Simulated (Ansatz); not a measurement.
H4OSi···H (doublet)

Input file:

```
crystal:
  periodic: [false, false, false]
  atoms:
    - {symbol: H, position_ang: [-0.629666, -1.511225, -0.050721]}
    - {symbol: O, position_ang: [-0.229517, -1.083265, 0.706993]}
    - {symbol: Si, position_ang: [0.334931, 0.451857, 0.507143]}
    - {symbol: H, position_ang: [-1.014024, -0.617850, -2.558958]}
    - {symbol: H, position_ang: [-0.750310, 1.390374, 0.108618]}
    - {symbol: H, position_ang: [0.889875, 0.853445, 1.819761]}
    - {symbol: H, position_ang: [1.398812, 0.516665, -0.532735]}
basis:
  gaussian: {orbitals: def2-TZVPP}
magnetization: {spin_polarized: true, initial_magnetization: 1}
hamiltonian: {xc: pbe0, dispersion: d4}
output: {orbitals: {seedname: orbitals}}
```

Run with:

```sh
ansatz run in.yaml --threads 2 --pin off --events-out ev --progress --plain --max-ram 4352MiB
```

The reactant side of a reaction path; geometry: PBE0-D4/def2-TZVP.

Computed with UKS PBE0-D4/def2-TZVPP (Ansatz).

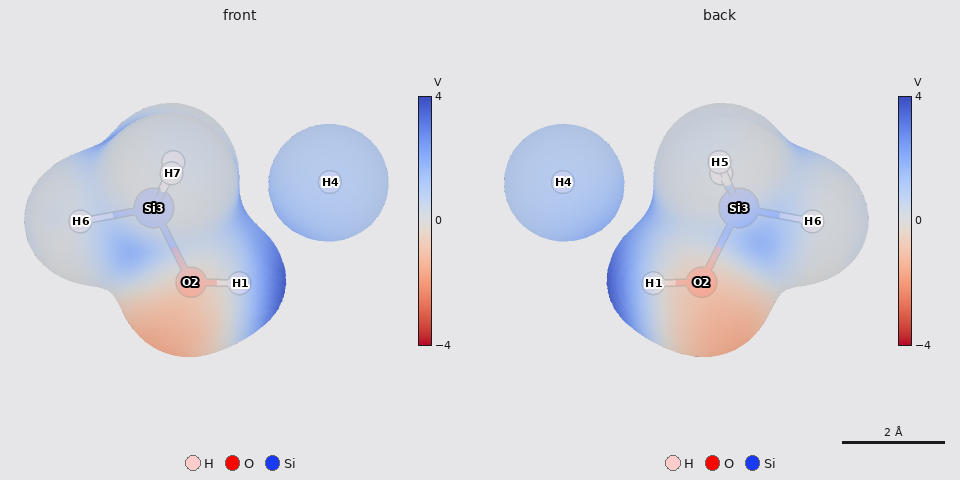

Figure 1. The electrostatic potential painted on the density surface at 0.004 e/bohr³, seen from the front and from behind; red is negative and blue positive.

Describe the electrostatic potential map.

The most negative region (about −1.5 V) lies over O2, the most positive (about +3.5 V) over H1. O2 is the likeliest acceptor of a hydrogen bond.

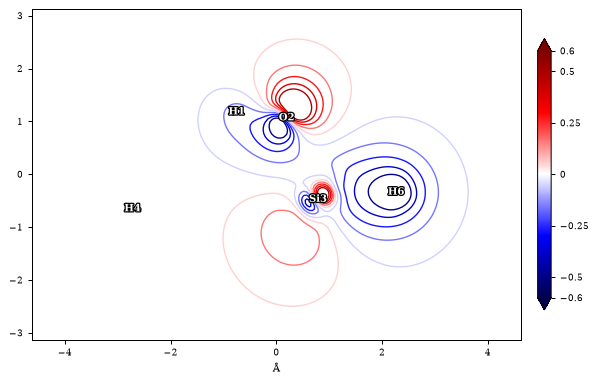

Figure 2. The HOMO−1 (β) on the plane of atoms H1, O2 and Si3 (values in Å⁻³ᐟ²; the overall sign is arbitrary).

Describe this orbital and give its energy.

It lies mainly on Si3 (about 35 %), H6 (about 25 %), O2 (about 20 %), H5 (about 10 %) and H7 (about 10 %). Its energy is −9.32 eV.

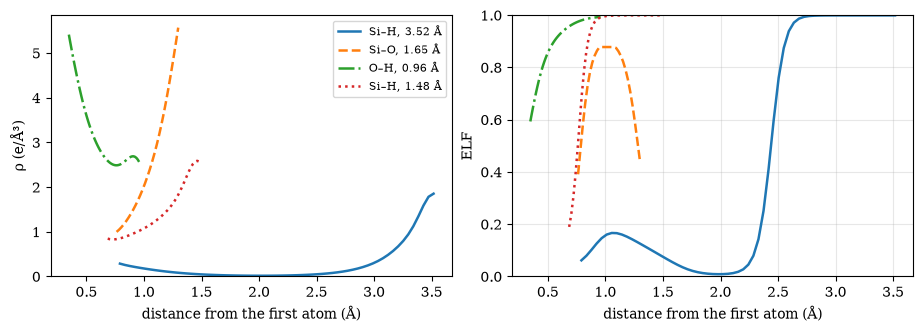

Figure 3. Electron density and ELF along straight lines between neighbouring atoms. The curves leave out the atomic cores.

What can be read from the curves?

Si3···H4 (3.52 Å): the density falls to about 0.02 e/Å³ on the way; the ELF dips to about 0 between them (a weak contact between the two molecules).
Si–O (1.65 Å): ρ is about 1.2 e/Å³ halfway; the ELF peaks at about 0.90 between the atoms; a shared but strongly polarised pair.
O–H (0.96 Å): ρ at the midpoint is about 3.8 e/Å³; the ELF climbs to about 1 towards the hydrogen, as it does in any bond to H; an ordinary covalent bond to hydrogen.
Si–H (1.48 Å): ρ is about 0.83 e/Å³ halfway; the ELF climbs to about 1 towards the hydrogen.
